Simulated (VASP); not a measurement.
Band structure of TiSi (space group Pnma). These are r2SCAN meta-GGA, VASP's PBE PAW potentials (set 64) (plane waves; VASP 6.6.1) values and carry that method's errors.

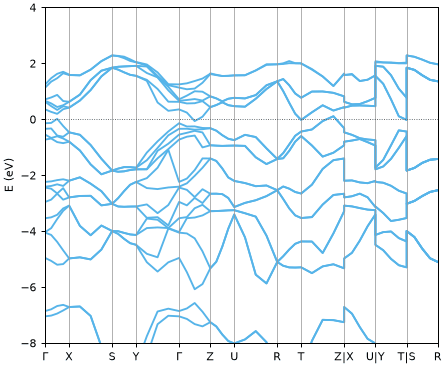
*Bands along high-symmetry lines, zero at the valence-band maximum or, without a gap, the Fermi level*

Question: Read the plot: is there a gap, and where are the band edges?

Answer: It has no gap at this level: it comes out as a metal or semimetal.

The structure comes from a computed database's TiSi entry (Pnma); how it stands against other phases isn't given here. It was relaxed first.
